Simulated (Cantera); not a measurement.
Charge: 1 mol B, 59 mol H2, 0.72 mol N2, held at 1330 Pa.

These are equilibrium values from Cantera (NASA tables, ideal gas, pure condensed phases), not measurements of a reactor. Candidate condensed phases: B, BN; 15 gas species. N2 is the only nitrogen source here; it is nearly inert below about 1500 K, so the nitride shown seldom forms there in practice. Mutual solubility and eutectic melting of coexisting phases are not modelled. The tables' values for BH2 are old estimates; treat these amounts as uncertain. Rates play no part.

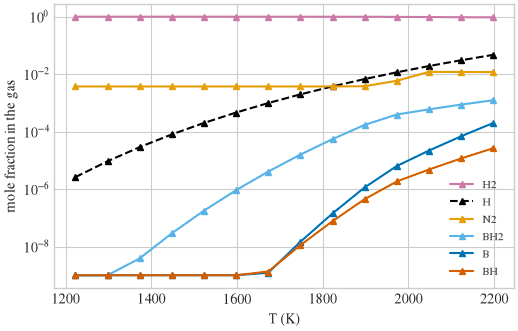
Fig. 1. Equilibrium gas composition (values under 1e-9 drawn at 1e-9)

From 1223 K to 1898 K the condensed part is BN(s). At 1973 K the condensed part is B(s) + BN(s). From 2048 K to 2198 K the condensed part is B(s).
